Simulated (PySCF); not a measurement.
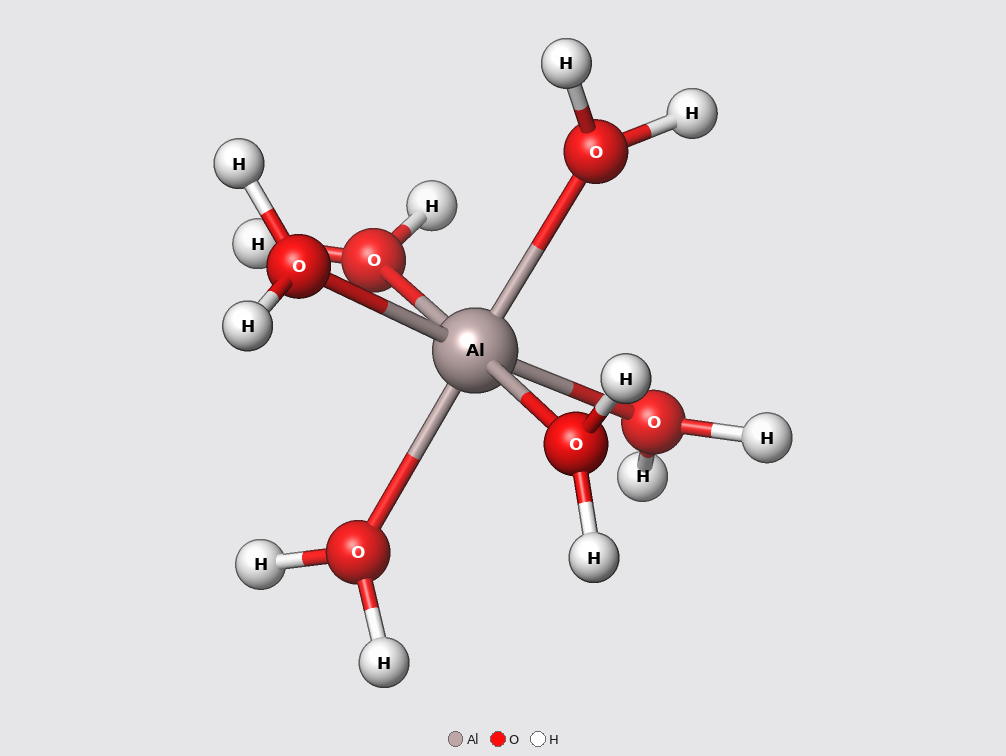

The species has charge +3 and is a spin singlet. The computed structure is the end point of a PBE0-D3(BJ)/def2-SVP optimisation. No frequency run is at hand to confirm it as a minimum. Level of theory: PBE0/pcSseg-1 (pcSseg-2 on Al), gas phase (PySCF 2.14.0).

Computed properties:

The species is AlH12O6(3+).
- HOMO energy (Kohn–Sham orbital): −23.86 eV
- LUMO energy (Kohn–Sham orbital): −13.04 eV
- HOMO–LUMO gap: 10.81 eV
